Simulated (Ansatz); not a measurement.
## Strength of the Si–H bond: B(SiH3)3 → B(SiH2)(SiH3)2 + H

Species: B(SiH3)3, singlet; B(SiH2)(SiH3)2, doublet; H atom, doublet. 

Shapes, held fixed at every level: PBE0-D4/def2-TZVP. Programs: Ansatz 0.2.0. The zero-point and thermal change to 298 K, harmonic and unscaled (PBE0-D4/def2-TZVP), is -16.5 kJ/mol.

| level | kind | ΔH(298 K) (kJ/mol) | less CCSD(T)/CBS estimate | CPU time (sum over the molecules) |
| --- | --- | --- | --- | --- |
| HF/def2-SVP | Hartree–Fock | +249.7 | -69.1 | – |
| SPW92/def2-TZVPP | LDA | +323.7 | +4.9 | 23 s |
| PBE-D4/def2-TZVPP | GGA | +289.5 | -29.3 | 32 s |
| BHLYP-D4/def2-TZVPP | global hybrid | +313.5 | -5.3 | 45 s |
| r2SCAN0-D4/def2-TZVPP | global hybrid | +297.5 | -21.3 | 61 s |
| MP2/def2-TZVPP | perturbation theory | +296.9 | -21.9 | – |
| CCSD(T)/CBS estimate | coupled cluster or CI | +318.8 | 0.0 | 8.2 min |

The highest level, CCSD(T)/CBS estimate, gives ΔH(298 K) = +318.8 kJ/mol; the levels span +249.7 to +323.7. The column of differences is taken from that level and isn't an error. Hartree–Fock misses the correlation of the pair that is broken and comes out low. No measured value is set beside it here. Open shells run unrestricted unless RO is named. The CBS estimate extrapolates MP2 from def2-TZVPP and def2-QZVPP and adds CCSD(T) − MP2 in the triple-zeta set, cores frozen. Times are processor times on shared x86 and Arm servers, and rough.

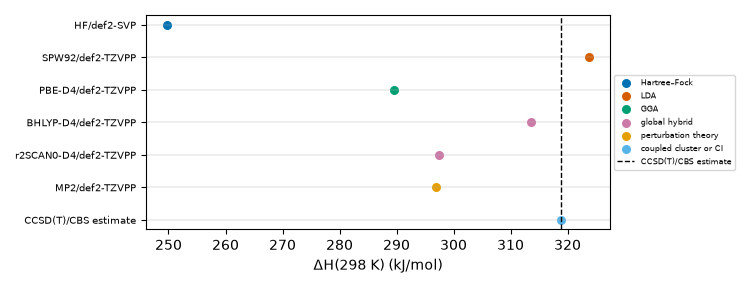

The values of the table, level by level.
